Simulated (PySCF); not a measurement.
C3H5F3Si2, SMILES C#C[SiH2][SiH2]C(F)(F)F, singlet at its GFN2-xTB optimised geometry (Å):

```
13

C     -3.0901     1.3535     2.6146
C     -2.6755     0.3774     2.0469
Si    -2.0184    -1.1048     1.1566
Si     0.2813    -1.1985     1.4731
C      1.0662    -0.1939     0.0000
F      0.6920    -0.6838    -1.2057
F      2.4128    -0.1939     0.0000
F      0.6903     1.1048     0.0000
H     -3.4590     2.2045     3.1121
H     -2.4128    -0.9822    -0.2520
H     -2.6653    -2.2844     1.7489
H      0.8736    -0.5330     2.6352
H      0.9423    -2.4975     1.3154
```

Method: B3LYP/def2-TZVP (PySCF). Cells within 0.4 Å of a nucleus heavier than hydrogen are left out (blank, or x).

Map of the electron localisation function on the plane z = 1.0 Å:

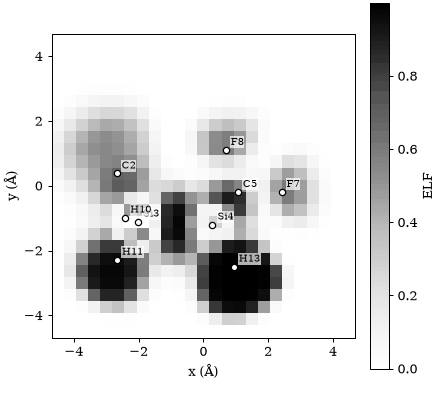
Figure. Electron localisation function on the plane z = 1.0 Å.
